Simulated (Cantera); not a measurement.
Feed: 1 mol Si, a varied amount of O2, 43 mol N2, held at 1873.15 K and 7430 Torr.

These are equilibrium values from Cantera (NASA tables, ideal gas, pure condensed phases), not measurements of a reactor. Candidate condensed phases: Si, SiO2, Si2N2O, Si3N4; 16 gas species. Mutual solubility and eutectic melting of coexisting phases are not modelled. The tables hold silica as quartz up to 1696 K and as liquid above; real silica turns to tridymite and cristobalite and melts near 1996 K. Rates play no part.

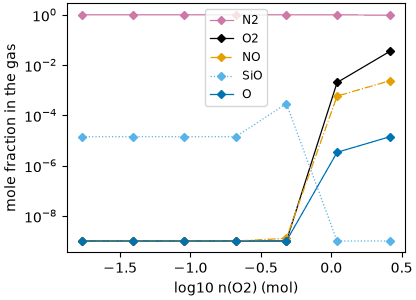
Figure: Equilibrium gas composition (values under 1e-9 drawn at 1e-9)

From 0.017 mol O2 to 0.21 mol O2 the condensed part is Si2N2O(s) + Si3N4(s). At 0.48 mol O2 the condensed part is SiO2(condensed) + Si2N2O(s). From 1.1 mol O2 to 2.6 mol O2 the condensed part is SiO2(condensed).
